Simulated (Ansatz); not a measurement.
# Two runs on CH$_{5}$OSi

System: CH$_{5}$OSi, charge +1, SMILES [OH2+]C=[SiH2].
Method of the first run: RKS PBE-D4/def2-TZVP (Ansatz 0.2.0).

Text and figures count atoms from 1; the logs count them from 0 in places.

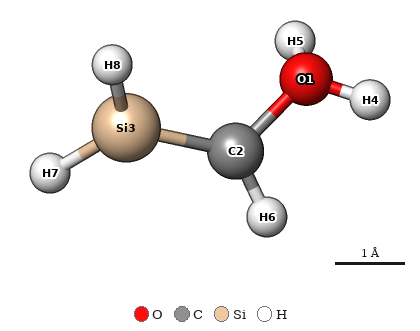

Fig. 1: The structure as given in the input (ball-and-stick view, seen at a tilt; atoms are numbered from 1 in the order of the input).

### Input file, the first run
```yaml
crystal:
  periodic: [false, false, false]
  atoms:
    - { symbol: O, position_ang: [-0.755218, 1.057144, -0.709323] }
    - { symbol: C, position_ang: [0.186663, 0.540839, 0.335668] }
    - { symbol: Si, position_ang: [0.187169, 1.078473, 1.979308] }
    - { symbol: H, position_ang: [-0.444061, 0.972046, -1.637512] }
    - { symbol: H, position_ang: [-1.690195, 0.770239, -0.613765] }
    - { symbol: H, position_ang: [0.825572, -0.197501, -0.14427] }
    - { symbol: H, position_ang: [0.212733, 0.033534, 3.024471] }
    - { symbol: H, position_ang: [0.161375, 2.528399, 2.287636] }
total_charge: 1
basis:
  gaussian: { orbitals: def2-TZVP }
hamiltonian:
  xc: pbe
  dispersion: d4
output:
  forces: true
```

Launched with:
```bash
ansatz run input.yaml --threads 1 --pin off --max-ram 2560MiB --backend cpu --events-out ev --progress --plain --runs-dir out
```

Hardware: 1 thread of Arm Neoverse V1, 24 GiB of memory available, shared host.

### Output (the first run)
```
Engine: ansatz 0.2.0, aarch64-unknown-linux-gnu
Functional definition: PBE
  parameter kappa = 0.804
  parameter beta = 0.06672455060314922
  exchange = pbe_x(kappa = kappa, mu = beta*pi^2/3)
  correlation = pbe_c(beta = beta)
803 factors; their error is unknown
mean field evaluation 1: about -11006.1648 eV, gradient 9.8e1 eV
mean field evaluation 2: about -10908.3010 eV, gradient 2.1e2 eV
mean field evaluation 4: about -11024.8990 eV, gradient 1.9e1 eV
mean field evaluation 8: about -11025.8585 eV, gradient 9.2e-2 eV
mean field evaluation 16: about -11025.8392 eV, gradient 1.2e-4 eV
mean field -11025.83922361 eV, -405.1921178854 hartree, gradient 2.0e-5 eV, S^2 0.000000; 0 other end points of the search recorded, 0 dependent functions left out
the calculation of the forces begins
reference -11025.83926231 eV, -405.1921193074 hartree; 16, 16 occupied and 113, 113 virtual orbitals, 803 factors
Total energy: -11025.93900145 eV, -405.1957846533 hartree
Atom 0 at    -0.755218     1.057144    -0.709323 Å, force     0.318646     0.967649     0.006305 eV/Å
Atom 1 at     0.186663     0.540839     0.335668 Å, force    -0.216742    -0.730697    -0.714757 eV/Å
Atom 2 at     0.187169     1.078473     1.979308 Å, force     0.079831     0.477833     0.214812 eV/Å
Atom 3 at    -0.444061     0.972046    -1.637512 Å, force     0.009870     0.056711    -0.022864 eV/Å
Atom 4 at    -1.690195     0.770239    -0.613765 Å, force     0.204126    -0.169159     0.024445 eV/Å
Atom 5 at     0.825572    -0.197501    -0.144270 Å, force    -0.370111    -0.596246     0.299629 eV/Å
Atom 6 at     0.212733     0.033534     3.024471 Å, force     0.597387     0.013817     0.067488 eV/Å
Atom 7 at     0.161375     2.528399     2.287636 Å, force    -0.623008    -0.019909     0.124941 eV/Å
Dipole moment:    -0.403838    -0.074819    -0.652821 e Å
```

For the second run the input was changed thus:
```diff
-    - { symbol: Si, position_ang: [0.187169, 1.078473, 1.979308] }
+    - { symbol: Si, position_ang: [1.8324, 0.11379, 0.019785] }
-    - { symbol: H, position_ang: [0.825572, -0.197501, -0.14427] }
-    - { symbol: H, position_ang: [0.212733, 0.033534, 3.024471] }
-    - { symbol: H, position_ang: [0.161375, 2.528399, 2.287636] }
+    - { symbol: H, position_ang: [-0.364755, 0.498749, 1.272608] }
+    - { symbol: H, position_ang: [2.081245, -1.244665, -0.507086] }
+    - { symbol: H, position_ang: [2.917194, 1.090566, 0.278916] }
```

How does the second run compare with the first run?

With the same method and basis, the second run lies 29.8 kcal/mol higher. The largest force goes from 1.045 to 1.511 eV/Å.

### Output (the second run)
```
Engine: ansatz 0.2.0, aarch64-unknown-linux-gnu
Functional definition: PBE
  parameter kappa = 0.804
  parameter beta = 0.06672455060314922
  exchange = pbe_x(kappa = kappa, mu = beta*pi^2/3)
  correlation = pbe_c(beta = beta)
803 factors; their error is unknown
mean field evaluation 1: about -11005.4702 eV, gradient 9.7e1 eV
mean field evaluation 2: about -10937.1122 eV, gradient 1.8e2 eV
mean field evaluation 4: about -11017.3080 eV, gradient 3.9e1 eV
mean field evaluation 8: about -11024.5615 eV, gradient 1.2e0 eV
mean field evaluation 16: about -11024.5478 eV, gradient 6.7e-4 eV
mean field -11024.54774906 eV, -405.1446570711 hartree, gradient 1.2e-5 eV, S^2 0.000000; 1 other end points of the search recorded, 0 dependent functions left out
the calculation of the forces begins
reference -11024.54778908 eV, -405.1446585420 hartree; 16, 16 occupied and 113, 113 virtual orbitals, 803 factors
Total energy: -11024.64792483 eV, -405.1483384628 hartree
Atom 0 at    -0.755218     1.057144    -0.709323 Å, force     0.032983    -0.677313     0.154196 eV/Å
Atom 1 at     0.186663     0.540839     0.335668 Å, force    -1.279839     0.665349     0.451348 eV/Å
Atom 2 at     1.832400     0.113790     0.019785 Å, force     0.820022    -0.445420    -0.301156 eV/Å
Atom 3 at    -0.444061     0.972046    -1.637512 Å, force    -0.017652    -0.104002    -0.260053 eV/Å
Atom 4 at    -1.690195     0.770239    -0.613765 Å, force    -0.362271    -0.270632    -0.118403 eV/Å
Atom 5 at    -0.364755     0.498749     1.272608 Å, force     0.232569     1.049041     0.213875 eV/Å
Atom 6 at     2.081245    -1.244665    -0.507086 Å, force     0.313919     0.189583    -0.930861 eV/Å
Atom 7 at     2.917194     1.090566     0.278916 Å, force     0.260269    -0.406606     0.791054 eV/Å
Dipole moment:    -0.537380    -0.022212    -0.425063 e Å
```

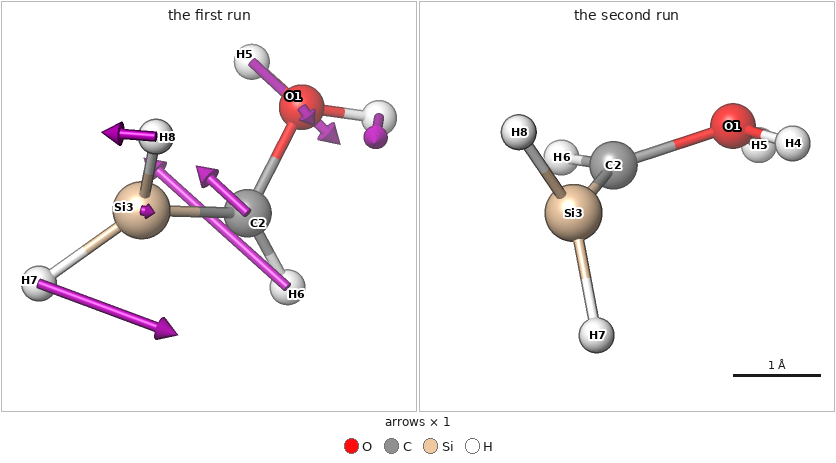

Fig. 2: The two input geometries at one scale (ball-and-stick view, seen at a tilt). The pink arrows on the first give the shifts of the atoms after the best rigid fit, at true length. The atom that moves furthest after the best rigid fit is H6 (2.36 Å). Largest moves by element: H 2.36 Å, C 0.87 Å, O 0.27 Å, Si 0.17 Å.

### The two runs side by side

| quantity | the first run | the second run |
| --- | --- | --- |
| outcome | converged | converged |
| total energy (hartree) | −405.195785 | −405.148338 |
| largest force (eV/Å) | 1.045 | 1.511 |
| basis functions | 129 | 129 |
| wall time (shared host) | 2.7 s | 3.6 s |
